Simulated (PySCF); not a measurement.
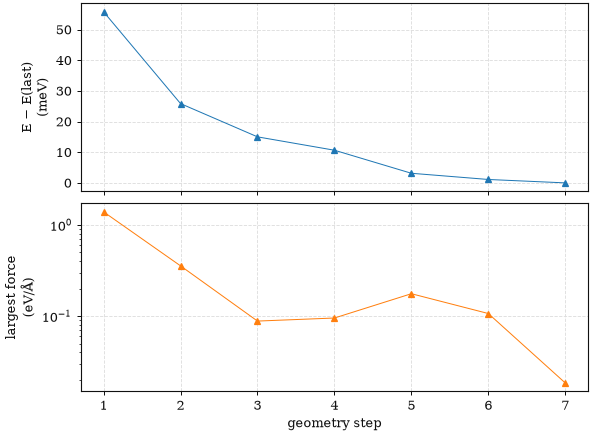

History of a geometry optimisation. C$_{6}$H$_{12}$O (SMILES OC1CCCCC1); PySCF 2.14.0, density fitting, PBE0-D3(BJ)/def2-SVP, geometry optimisation.

The optimisation met its thresholds at geometry 7, counting the start as the first. The energy fell by about 56 meV from the first step to the last. The largest force goes from about 1.4 eV/Å at the start to 0.019 eV/Å at the end.
